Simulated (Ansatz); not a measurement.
**Ga$_{32}$Sb$_{19}$P$_{13}$: density, localisation and related maps**

Ga$_{32}$Sb$_{19}$P$_{13}$, 64 atoms, a = 11.63 Å, b = 11.66 Å, c = 11.67 Å, α = 89.99°, β = 90.00°, γ = 89.99°.

Space group P1; a generated structure, not necessarily the stable one.

Computed with DFT PBEsol, spin-orbit coupling, plane waves, PAW in Ansatz 0.2.0.

In a PAW calculation such maps are meaningful between the atoms, not at the nuclei.

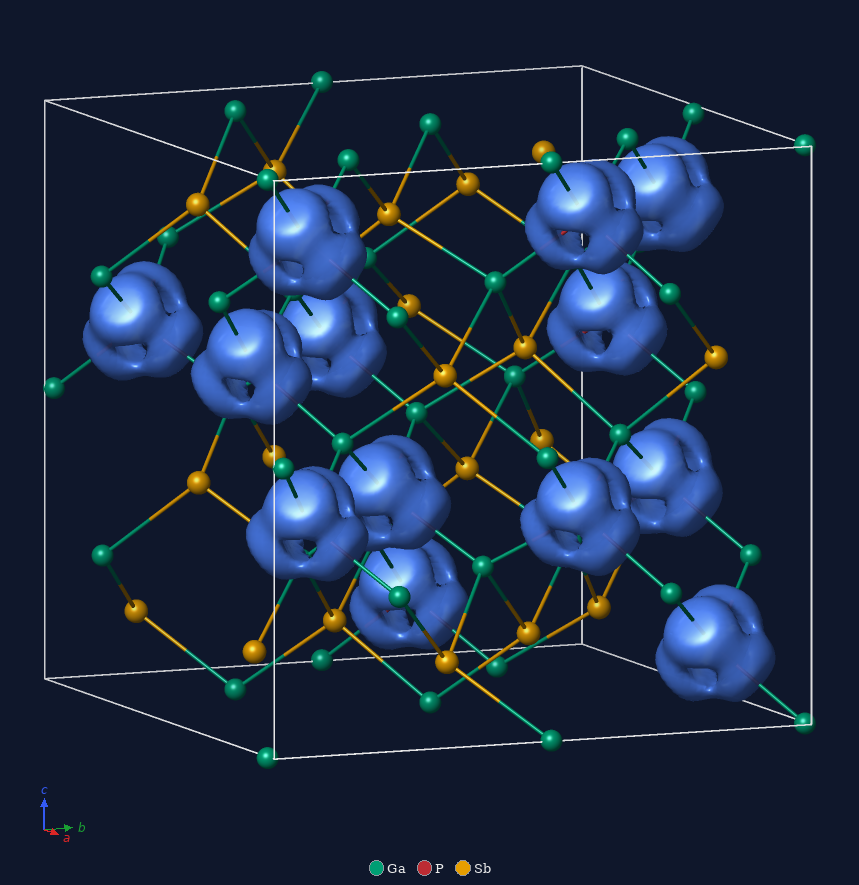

Figure 1. Isosurface of the electron localisation function at 0.75 (blue), seen at an oblique angle. Only the valence region is drawn (cores and ρ < 0.01 e/Å³ removed). Sticks mark near contacts.

> Identify the bonds, lone pairs and shells in this picture.

The ELF exceeds this value in 13 regions on P in which the atom's valence shell and bonds are merged, counted in one cell of 64 atoms. Regions shared between cells count once.


Ga–P (2.35 Å): the ELF peaks at about 0.90 in the valence shell of P, 0.9 Å from its nucleus, and is about 0.75 at the midpoint. Ga–Sb (2.57 Å): the ELF peaks at about 0.70 between the atoms.

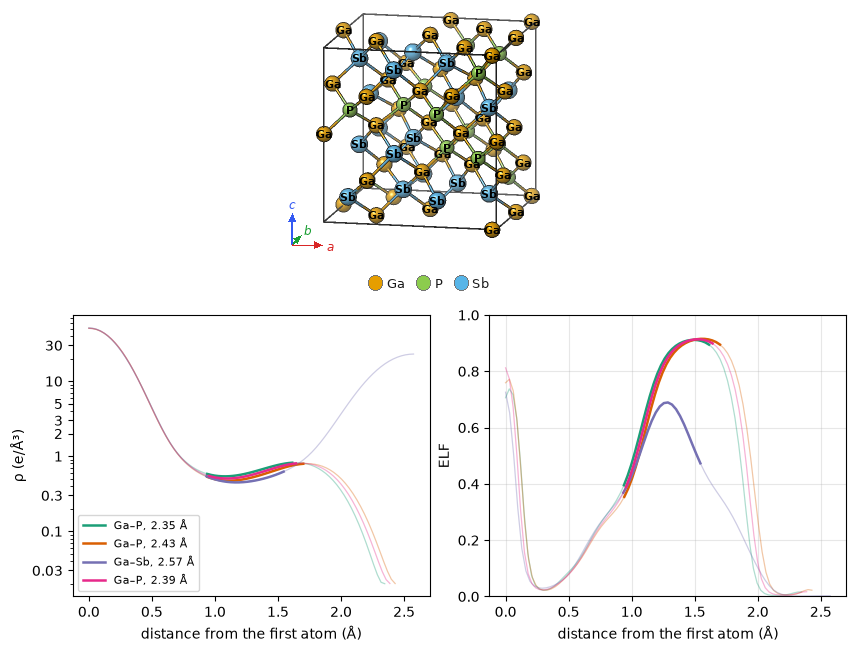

Figure 2. Valence pseudo-density and ELF along straight lines between neighbouring atoms. Thin, pale parts lie inside the atomic spheres. The structure is drawn too.

> What can be read from the curves?

Ga–P (2.35 Å): the density is about 0.55 e/Å³ at the midpoint; the ELF peaks at about 0.90 in the valence shell of P, 0.9 Å from its nucleus, and is about 0.75 at the midpoint.
Ga–P (2.43 Å): ρ is about 0.49 e/Å³ halfway; the ELF peaks at about 0.90 in the valence shell of P, 0.9 Å from its nucleus, and is about 0.75 at the midpoint.
Ga–Sb (2.57 Å): ρ is about 0.46 e/Å³ halfway; the ELF peaks at about 0.70 between the atoms.
Ga–P (2.39 Å): the density is about 0.52 e/Å³ at the midpoint; the ELF peaks at about 0.90 in the valence shell of P, 0.9 Å from its nucleus, and is about 0.75 at the midpoint.
